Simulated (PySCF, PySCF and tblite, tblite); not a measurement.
# C₂H₇FSi₂: conformers and averaged spectra

Aim: find the conformers of C₂H₇FSi₂ (`C=C[SiH2][SiH2]F`), weigh them, and average their properties.

Programs: PySCF 2.14.0 with density-fitted response routines of our own, and tblite 0.8.0. All values are computed, except where a source is named. Atoms count from 0 throughout.

## (1) The starting structure

12 atoms, charge 0, multiplicity 1; geometry from: MMFF94s geometry.

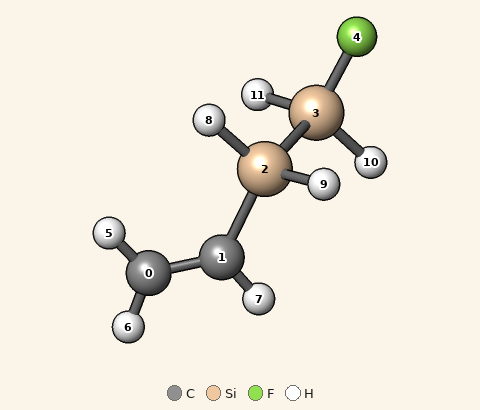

The starting geometry (carbon grey, silicon light orange, fluorine green, hydrogen white), atoms numbered.

## (2) GFN2-xTB relaxation, conformer 1

Job settings and geometry (Å):

```
{"job": {"xc": "GFN2-xTB", "basis": "xTB", "kind": "relax"}, "charge": 0, "multiplicity": 1}
C      2.353800    -0.334200    -0.142600
C      1.169500     0.038800    -0.689700
Si    -0.200400     0.865000     0.206600
Si    -2.092500    -0.477000     0.247400
F     -3.316000     0.263700     0.983800
H      2.582900    -0.161800     0.901800
H      3.107800    -0.809200    -0.753500
H      0.993800    -0.144000    -1.729500
H      0.239800     1.205700     1.585100
H     -0.508700     2.142700    -0.500600
H     -2.511900    -0.840300    -1.130600
H     -1.817100    -1.750100     0.995800
```

Run with:

```bash
OMP_NUM_THREADS=1 python ens_run.py task.json out
```

One launch serves the whole session.

What it wrote:

```text
step      E/eV     max force
  0    -436.64562    2.349
  1    -436.70882    1.826
  2    -436.74882    0.462
  3    -436.76395    0.391
  4    -436.77761    0.386
  5    -436.78377    0.259
  6    -436.78957    0.194
  7    -436.79420    0.295
  8    -436.79825    0.252
  9    -436.80029    0.119
 10    -436.80121    0.078
 11    -436.80176    0.078
 12    -436.80234    0.072
 13    -436.80294    0.061
 14    -436.80347    0.062
 15    -436.80381    0.046
 16    -436.80397    0.027
 17    -436.80397    0.027
 18    -436.80402    0.023
 19    -436.80413    0.027
 20    -436.80419    0.031
 21    -436.80429    0.025
 22    -436.80433    0.025
 23    -436.80439    0.024
 24    -436.80446    0.029
 25    -436.80454    0.022
 26    -436.80459    0.018
 27    -436.80464    0.021
 28    -436.80469    0.028
 29    -436.80475    0.032
 30    -436.80480    0.024
 31    -436.80484    0.016
 32    -436.80488    0.015
 33    -436.80491    0.018
 34    -436.80495    0.017
 35    -436.80497    0.013
 36    -436.80499    0.012
 37    -436.80501    0.016
 38    -436.80503    0.021
 39    -436.80506    0.019
 40    -436.80509    0.014
 41    -436.80512    0.015
 42    -436.80514    0.016
 43    -436.80517    0.016
 44    -436.80519    0.012
 45    -436.80521    0.010
 46    -436.80523    0.009
 47    -436.80524    0.010
 48    -436.80525    0.009
 49    -436.80526    0.007
 50    -436.80526    0.005
 51    -436.80526    0.004
 52    -436.80527    0.004
 53    -436.80527    0.004
 54    -436.80527    0.005
 55    -436.80527    0.006
 56    -436.80528    0.004
 57    -436.80528    0.003
```

Wall time 0.25 s (1 thread of Arm Neoverse V1, shared host).

The energy fell by 0.160 eV, and the atoms moved 0.07 Å (root mean square).

**GFN2-xTB relaxation, conformer 2**

Job settings and geometry (Å):

```
{"job": {"xc": "GFN2-xTB", "basis": "xTB", "kind": "relax"}, "charge": 0, "multiplicity": 1}
C      2.392500    -0.321900    -0.441700
C      1.158400     0.235200    -0.402400
Si    -0.131800    -0.142400     0.854700
Si    -2.180600    -0.564300    -0.173100
F     -2.628200     0.669600    -1.070300
H      2.716100    -1.061900     0.275800
H      3.090600    -0.025900    -1.218400
H      0.886300     0.978900    -1.127800
H      0.288100    -1.315100     1.667500
H     -0.259400     1.019400     1.782000
H     -2.092000    -1.780900    -1.032200
H     -3.238900    -0.812300     0.859800
```

What it wrote:

```text
step      E/eV     max force
  0    -436.61578    2.138
  1    -436.68715    1.647
  2    -436.72267    0.566
  3    -436.73706    0.485
  4    -436.75435    0.315
  5    -436.75911    0.236
  6    -436.76584    0.253
  7    -436.77071    0.347
  8    -436.77468    0.222
  9    -436.77625    0.106
 10    -436.77697    0.075
 11    -436.77754    0.091
 12    -436.77827    0.090
 13    -436.77902    0.068
 14    -436.77966    0.070
 15    -436.78007    0.055
 16    -436.78029    0.034
 17    -436.78029    0.034
 18    -436.78037    0.028
 19    -436.78059    0.042
 20    -436.78069    0.035
 21    -436.78086    0.029
 22    -436.78092    0.028
 23    -436.78103    0.039
 24    -436.78114    0.043
 25    -436.78125    0.031
 26    -436.78133    0.026
 27    -436.78140    0.026
 28    -436.78148    0.034
 29    -436.78156    0.030
 30    -436.78163    0.019
 31    -436.78168    0.017
 32    -436.78173    0.019
 33    -436.78176    0.022
 34    -436.78180    0.016
 35    -436.78183    0.017
 36    -436.78186    0.021
 37    -436.78191    0.021
 38    -436.78196    0.024
 39    -436.78202    0.024
 40    -436.78207    0.021
 41    -436.78212    0.026
 42    -436.78218    0.028
 43    -436.78228    0.046
 44    -436.78244    0.065
 45    -436.78265    0.070
 46    -436.78285    0.050
 47    -436.78300    0.028
 48    -436.78310    0.028
 49    -436.78322    0.048
 50    -436.78341    0.064
 51    -436.78365    0.060
 52    -436.78389    0.038
 53    -436.78406    0.038
 54    -436.78421    0.039
 55    -436.78439    0.056
 56    -436.78459    0.052
 57    -436.78474    0.049
 58    -436.78484    0.040
 59    -436.78493    0.030
 60    -436.78508    0.026
 61    -436.78525    0.028
 62    -436.78550    0.027
 63    -436.78567    0.041
 64    -436.78576    0.034
 65    -436.78585    0.026
 66    -436.78593    0.022
 67    -436.78600    0.017
 68    -436.78604    0.018
 69    -436.78609    0.027
 70    -436.78615    0.019
 71    -436.78623    0.023
 72    -436.78627    0.013
 73    -436.78628    0.010
 74    -436.78629    0.008
 75    -436.78631    0.010
 76    -436.78633    0.019
 77    -436.78636    0.020
 78    -436.78638    0.012
 79    -436.78639    0.006
 80    -436.78639    0.007
 81    -436.78640    0.009
 82    -436.78641    0.010
 83    -436.78642    0.010
 84    -436.78642    0.009
 85    -436.78643    0.008
 86    -436.78643    0.008
 87    -436.78644    0.005
 88    -436.78644    0.004
```

It took 0.43 s on 1 thread of Arm Neoverse V1, shared host.

Relaxing gained 0.171 eV and moved the atoms by 0.21 Å on average (rms).

## (3) DFT optimisation, conformer 1: PBE0-D3(BJ)/def2-SVP

Job settings and geometry (Å):

```
{"job": {"kind": "geom", "xc": "PBE0", "basis": "def2-SVP", "d3": "d3bj", "grid": 1, "maxiter": 40}, "charge": 0, "multiplicity": 1}
C      2.347599    -0.319191    -0.159851
C      1.200472     0.051825    -0.705118
Si    -0.214165     0.880540     0.219655
Si    -2.039850    -0.531565     0.223013
F     -3.252079     0.250641     0.953068
H      2.551823    -0.156055     0.886110
H      3.136434    -0.798517    -0.720389
H      1.055767    -0.136724    -1.763239
H      0.263106     1.220446     1.568718
H     -0.488523     2.156305    -0.464737
H     -2.623310    -0.861686    -1.075762
H     -1.936076    -1.756705     1.012506
```

What it wrote:

```text
step   0  E = -758.51354163  max force = 0.017580
step   1  E = -758.51893031  max force = 0.011075
step   2  E = -758.52019148  max force = 0.001837
step   3  E = -758.52022664  max force = 0.001084
step   4  E = -758.52025878  max force = 0.000384
step   5  E = -758.52026884  max force = 0.000560
step   6  E = -758.52027509  max force = 0.001179
step   7  E = -758.52028932  max force = 0.001300
step   8  E = -758.52031233  max force = 0.000651
step   9  E = -758.52033634  max force = 0.000580
step  10  E = -758.52035482  max force = 0.000469
step  11  E = -758.52036732  max force = 0.000274
optimisation converged
```

Run time: 51 s. Hardware: 1 thread of Arm Neoverse V1, shared host; peak memory 0.46 GiB.

The energy fell by 0.186 eV, and the atoms moved 0.18 Å (root mean square).

## (4) DFT optimisation, conformer 2: PBE0-D3(BJ)/def2-SVP

Job settings and geometry (Å):

```
{"job": {"kind": "geom", "xc": "PBE0", "basis": "def2-SVP", "d3": "d3bj", "grid": 1, "maxiter": 40}, "charge": 0, "multiplicity": 1}
C      2.286858    -0.398481    -0.525670
C      1.202798     0.335041    -0.326643
Si    -0.144521    -0.046441     0.934060
Si    -2.092685    -0.685992    -0.127284
F     -2.618659     0.563023    -1.010836
H      2.486152    -1.281055     0.061019
H      3.027203    -0.157611    -1.273970
H      1.057874     1.211566    -0.948825
H      0.338993    -1.115963     1.819523
H     -0.314591     1.158153     1.763494
H     -1.988137    -1.747614    -1.125726
H     -3.240086    -0.956318     0.734832
```

What it wrote:

```text
step   0  E = -758.51424845  max force = 0.016597
step   1  E = -758.51949949  max force = 0.008215
step   2  E = -758.52034814  max force = 0.001345
step   3  E = -758.52036681  max force = 0.000448
step   4  E = -758.52037570  max force = 0.000332
optimisation converged
```

Run time: 21 s. Hardware: 1 thread of Arm Neoverse V1, shared host; peak memory 0.46 GiB.

Relaxing gained 0.167 eV and moved the atoms by 0.06 Å on average (rms).

## (5) Shieldings, conformer 1: WP04/pcSseg-1 in chloroform

Job settings and geometry (Å):

```
{"job": {"xc": "WP04", "basis": "pcSseg-1", "solvent": "chloroform", "kind": "nmr", "pop": true}, "charge": 0, "multiplicity": 1}
C      2.062498    -0.788700    -0.253137
C      1.046344    -0.126298    -0.819021
Si    -0.144568     0.962006     0.132477
Si    -2.121834    -0.258299     0.447092
F     -3.248861     0.659666     1.192688
H      2.282412    -0.707976     0.817564
H      2.725846    -1.439430    -0.833747
H      0.884179    -0.251416    -1.897893
H      0.443347     1.308294     1.463557
H     -0.444640     2.216840    -0.623966
H     -2.691064    -0.710713    -0.858632
H     -1.866269    -1.456300     1.302406
```

What it wrote:

```text
coarse grid: 10848 points
cycle   1  E = -769.3613227645  dE =  8.170e-02  |g| = 9.305e-01  |ddm| = 3.114e+00
cycle   2  E = -769.1074865454  dE =  2.538e-01  |g| = 1.550e+00  |ddm| = 1.788e+00
cycle   3  E = -769.5040941560  dE = -3.966e-01  |g| = 1.367e-01  |ddm| = 1.301e+00
cycle   4  E = -769.5068894507  dE = -2.795e-03  |g| = 5.953e-02  |ddm| = 1.446e-01
cycle   5  E = -769.5078024794  dE = -9.130e-04  |g| = 9.496e-03  |ddm| = 5.347e-02
cycle   6  E = -769.5078118420  dE = -9.363e-06  |g| = 6.119e-03  |ddm| = 1.070e-02
cycle   7  E = -769.5078210509  dE = -9.209e-06  |g| = 1.251e-03  |ddm| = 4.579e-03
final grid: 95480 points
cycle   8  E = -769.5515136485  dE = -1.782e-05  |g| = 5.686e-03  |ddm| = 1.703e-02
cycle   9  E = -769.5515059393  dE =  7.709e-06  |g| = 7.957e-03  |ddm| = 1.010e-02
cycle  10  E = -769.5515214205  dE = -1.548e-05  |g| = 1.240e-03  |ddm| = 6.113e-03
cycle  11  E = -769.5515217894  dE = -3.689e-07  |g| = 3.032e-04  |ddm| = 1.069e-03
cycle  12  E = -769.5515218112  dE = -2.179e-08  |g| = 7.773e-05  |ddm| = 2.515e-04
cycle  13  E = -769.5515218120  dE = -8.151e-10  |g| = 3.016e-05  |ddm| = 6.687e-05
converged SCF energy = -769.5515218120

GIAO shielding tensors (ppm)
atom      isotropic    diamagn.    paramagn.     s11        s22        s33       span
  0 C       26.858     255.077    -228.219   -103.503     36.135    147.941    251.444
  1 C       39.643     263.371    -223.728    -78.093     31.708    165.314    243.406
  2 Si     399.115     883.933    -484.818    367.741    392.346    437.259     69.518
  3 Si     336.789     879.243    -542.454    263.801    326.938    419.628    155.827
  4 F      419.734     469.361     -49.627    396.408    417.225    445.569     49.161
  5 H       25.537      31.984      -6.447     21.870     25.119     29.621      7.751
  6 H       25.473      28.873      -3.400     22.256     24.992     29.171      6.915
  7 H       25.784      32.108      -6.324     24.091     25.348     27.913      3.822
  8 H       27.974      31.235      -3.262     25.344     26.689     31.888      6.544
  9 H       27.874      29.992      -2.118     25.342     26.116     32.164      6.822
 10 H       26.898      29.691      -2.793     23.715     26.323     30.655      6.940
 11 H       26.951      30.161      -3.210     23.924     26.460     30.468      6.544
```

It took 11 s on 1 thread of Arm Neoverse V1, shared host; peak memory 0.72 GiB.

Key values: HOMO -8.72 eV, LUMO -2.69 eV; dipole 2.65 D.

[end of part 1 of 2]
